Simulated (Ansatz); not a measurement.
O₃ (SMILES O=[O+][O-])

The calculation's input:

```
crystal:
  periodic: [false, false, false]
  atoms:
    - {symbol: O, position_ang: [0.848748, -0.535915, 0.409549]}
    - {symbol: O, position_ang: [-0.228908, -0.317631, -0.159447]}
    - {symbol: O, position_ang: [-0.619840, 0.853546, -0.250102]}
basis:
  gaussian: {orbitals: def2-TZVPP}
hamiltonian: {xc: pbe0, dispersion: d4}
output: {orbitals: {seedname: orbitals}}
```

Command:

```sh
ansatz run in.yaml --threads 2 --pin off --events-out ev --progress --plain --max-ram 32768MiB --backend cpu
```

Geometry: PBE0-D4/def2-TZVP.

Computed with RKS PBE0-D4/def2-TZVPP in Ansatz 0.2.0.

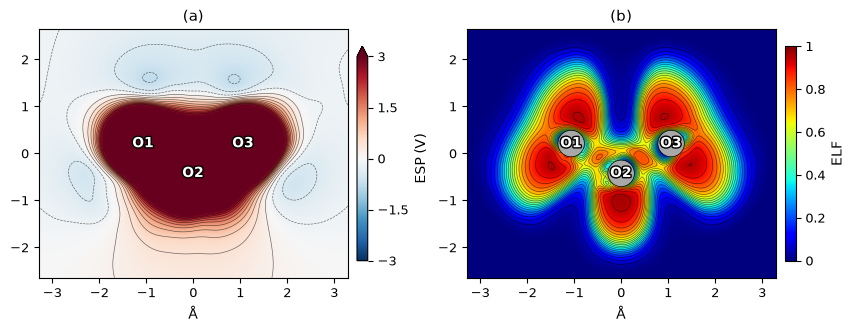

Figure 1. (a) molecular electrostatic potential; (b) electron localisation function on the molecular plane. Grey discs cover the atomic cores in the ELF map.

**What does the map show?**

Atoms in the plane: O. O–O (1.24 Å): the ELF peaks at about 0.80 between the atoms; a covalent bond. The ELF also peaks beside O2, O1 and O3, away from the bonds: lone-pair regions. Outside the dense part of the molecule the potential is most negative (−0.7 V) near O1 and O3.

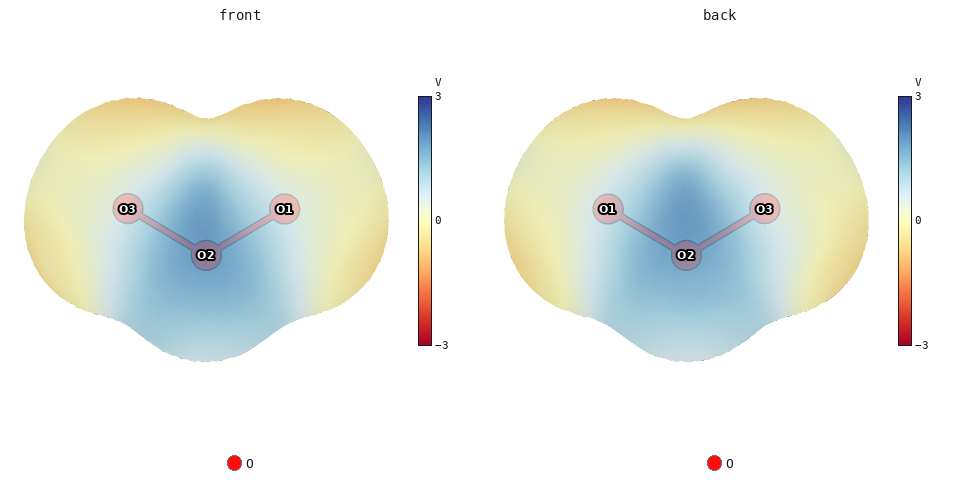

Figure 2. The molecular electrostatic potential painted on the density surface at 0.004 e/bohr³, seen from the front and from behind; the colour scale runs from red (negative) to blue (positive).

**Which sites attract a positive test charge, and which a negative one?**

A positive charge is drawn to the negative regions and a negative charge to the positive ones. The most negative region (about −0.7 V, or −16 kcal/mol for a unit charge) lies over O1 and O3, the most positive (about +2.0 V, or +46 kcal/mol for a unit charge) over O2.

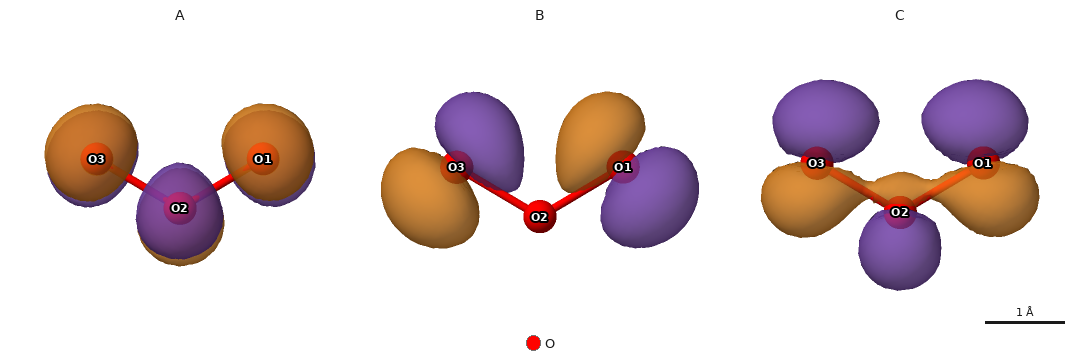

Figure 3. Three frontier orbitals at ±0.2 Å⁻³ᐟ² (orange and purple are the two phases), in no order.

**Which picture is the HOMO−1, the HOMO and the LUMO?**

B is the HOMO−1 (−10.02 eV). Its weight (Hirshfeld) is mainly on O1 (about 45 %), O3 (about 45 %) and O2 (about 5 %); it is symmetric in the molecular plane (an in-plane orbital: σ, lone-pair or in-plane π type). C is the HOMO (−9.66 eV). It lies mainly on O1 (about 40 %), O3 (about 40 %) and O2 (about 20 %); it is symmetric in the molecular plane (an in-plane orbital: σ, lone-pair or in-plane π type). A is the LUMO (−4.81 eV). By Hirshfeld shares it lies mainly on O2 (about 35 %), O1 (about 35 %) and O3 (about 35 %); it changes sign across the molecular plane (π type); π-antibonding (a node) across O1–O2 and O2–O3.

**What is the HOMO–LUMO gap?**

4.85 eV between the orbital energies.
